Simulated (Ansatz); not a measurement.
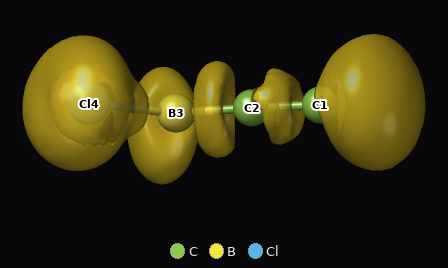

Figure. C₂BCl (SMILES [C-]#C[B]Cl) (charge −1, doublet). Isosurface of the ELF at 0.8 (yellow), seen from one side. Core shells and regions of very low density are left out.

Geometry: r2SCAN-D4/def2-SVPD.

These are results of Ansatz, isolated molecule in a Gaussian basis; Kohn-Sham density functional theory, functional PBE0, not measurements.

| atom | x (Å) | y (Å) | z (Å) |
| --- | --- | --- | --- |
| C | -1.9243 | 0.7140 | -2.1779 |
| C | -1.6742 | -0.3187 | -1.4768 |
| B | -1.2283 | -1.4648 | -0.7157 |
| Cl | -2.1786 | -2.6780 | 0.2359 |

Where are the electrons localised?

At this value the surface marks out one region between bonded B–C atoms (shared pairs), one region between bonded C–C atoms (shared pairs), one region on Cl in which the atom's valence shell and bonds are merged, one lobe on B, pointing away from the bonds (non-bonding electrons) and one lobe on C, pointing away from the bonds (non-bonding electrons).

Values along the shortest contacts:
C–C (1.27 Å): the ELF peaks at about 0.90 between the atoms; a multiple bond. C–B (1.45 Å): the ELF peaks at about 0.95 between the atoms; localised, covalent bonding.
